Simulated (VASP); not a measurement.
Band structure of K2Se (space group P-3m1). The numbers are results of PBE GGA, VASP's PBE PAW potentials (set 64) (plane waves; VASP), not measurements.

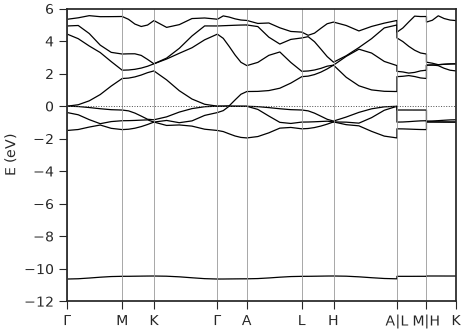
Fig. 1. Bands along high-symmetry lines, zero at the valence-band maximum or, without a gap, the Fermi level

Question: Read the plot: is there a gap, and where are the band edges?

Answer: It has no gap at this level: it comes out as a metal or semimetal.

The structure was generated: K2Se was put into an ordered model structure, which need not be its known phase. The cell was not relaxed at this level. The k-mesh is coarse (spacing up to 0.32 per Å, 2π included), so the numbers may not be converged in it.
